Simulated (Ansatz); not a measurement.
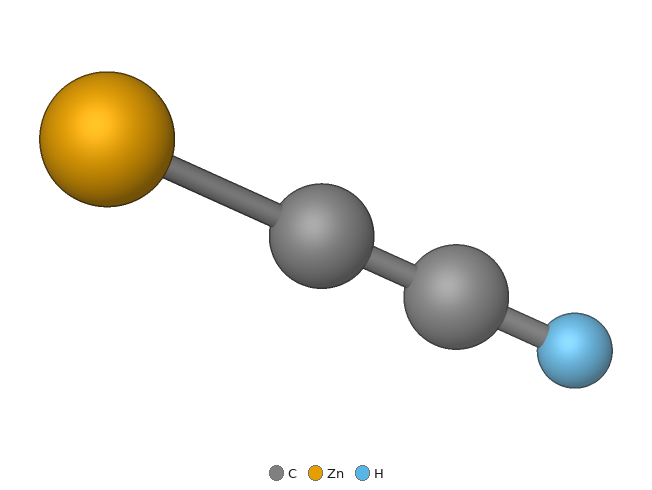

State: neutral, doublet. The geometry was computed by an optimisation with PBE0-D4/def2-TZVP. No frequency run is at hand to confirm it as a minimum.

Identify the structure.

It has 4 atoms: 2 carbon, 1 hydrogen and 1 zinc (C₂HZn). This geometry has C∞v symmetry. It is an open-shell species. All atoms lie on one line. Coordination: 2 C linear.

The parts below concern this one geometry. Atoms keep their numbers from picture to picture.

## Electronic properties

No frequency run is at hand to confirm it as a minimum. Level of theory: UKS PBE0-D4/def2-TZVPP (Ansatz 0.2.0).

Question: Give the ⟨S²⟩ of the determinant at this level.

Answer: 0.754.

Question: What is the HOMO energy (Kohn–Sham orbital)?

Answer: −5.99 eV.

## Charges

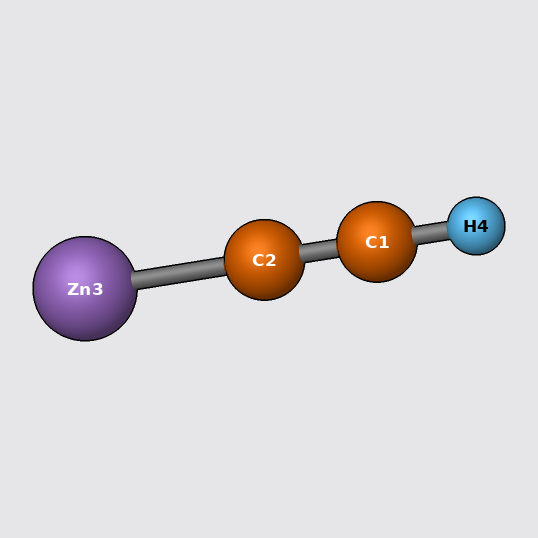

The questions are on Mulliken charges. No frequency run is at hand to confirm it as a minimum. Method: UKS PBE0-D4/def2-TZVP (Ansatz 0.2.0).

List the Mulliken charges.

| atom | value (e) |
| --- | --- |
| C1 | 0.11 |
| C2 | −0.48 |
| Zn3 | 0.20 |
| H4 | 0.17 |

## Dipole moment

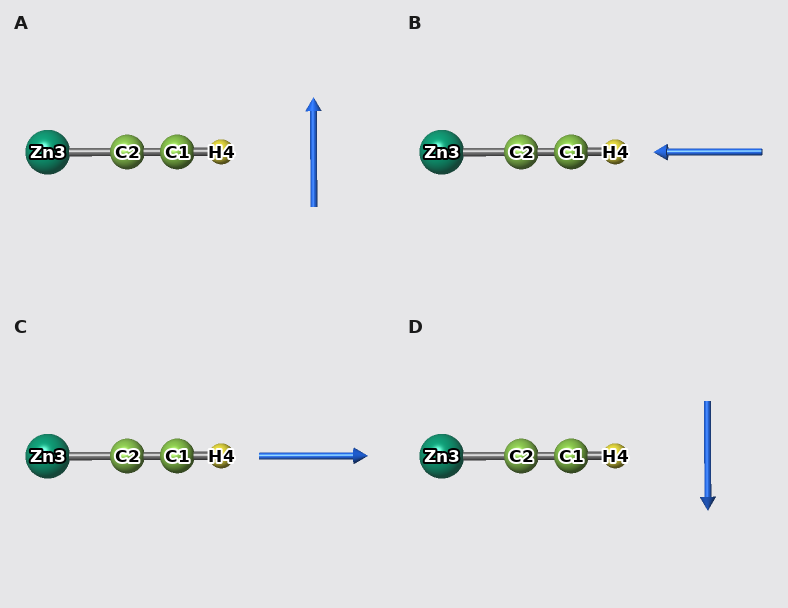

The same molecule four times, each with an arrow. No frequency run is at hand to confirm it as a minimum. Level of theory: UKS PBE0-D4/def2-TZVP (Ansatz 0.2.0).

Question: Which arrow points along the dipole moment, from the negative to the positive end?

Answer: B. The dipole moment is 0.64 D; it points from the side of H4 to the side of Zn3 (the outermost atoms at the two ends).

Mulliken values depend strongly on the basis set and can even reverse the polarity of a bond.
